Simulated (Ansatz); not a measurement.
```csv
atom,x (Å),y (Å),z (Å)
O,0.7451,0.4527,-0.0482
Si,0.5217,0.2791,-1.8478
Si,-0.3730,-0.0753,1.2898
H,-1.4660,0.9196,1.2526
H,-0.7552,-1.4364,0.8572
H,0.5246,0.0017,2.4619
H,-0.9203,-0.0850,-1.8736
H,0.8810,1.6324,-2.3531
H,1.5722,0.8771,0.2407
```

Geometry: PBE0-D3(BJ)/def2-SVP.

The calculation used Ansatz 0.2.0, isolated molecule in a Gaussian basis; Kohn-Sham density functional theory, functional PBE0.

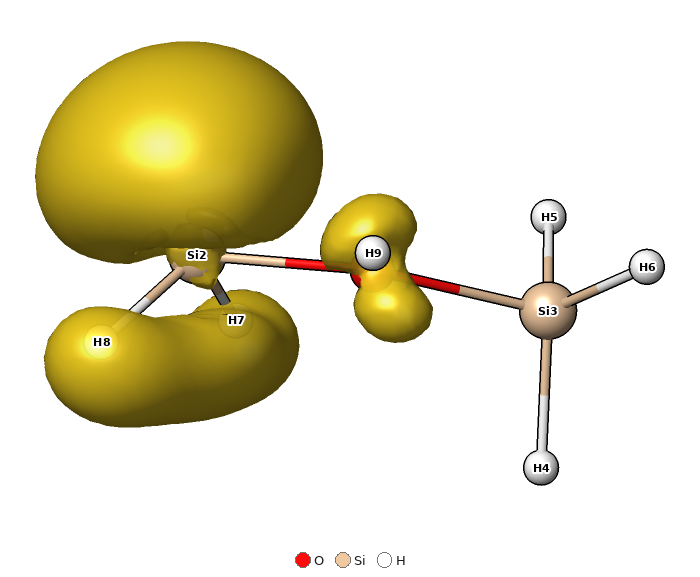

H₆OSi₂ (charge +1, doublet). Isosurfaces of the spin density (α minus β) at +0.02 (yellow) and −0.02 e/Å³ (cyan), seen from one side.

**Which atoms carry the spin?**

The unpaired spin (1 electron) lies mostly on Si2 (about 0.8), in electrons by Hirshfeld's partition. Only one sign reaches the isovalue.
